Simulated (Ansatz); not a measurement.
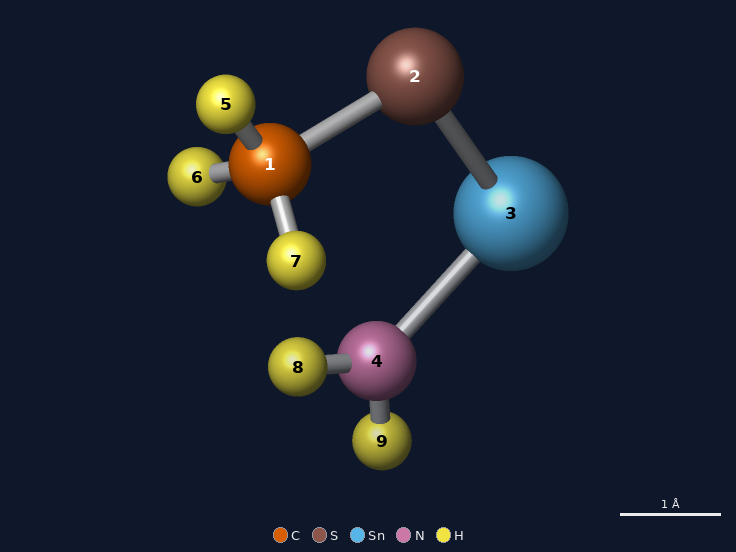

Atoms carry their numbers in the input. Computed geometry: PBE0-D4/def2-TZVP optimisation.

Which atoms are bonded, and how long are the bonds?

```json
{"bond": "C1–S2", "length (Å)": "1.812"}
{"bond": "C1–H5", "length (Å)": "1.090"}
{"bond": "C1–H6", "length (Å)": "1.091"}
{"bond": "C1–H7", "length (Å)": "1.091"}
{"bond": "S2–Sn3", "length (Å)": "2.436"}
{"bond": "Sn3–N4", "length (Å)": "2.016"}
{"bond": "N4–H8", "length (Å)": "1.008"}
{"bond": "N4–H9", "length (Å)": "1.008"}
```
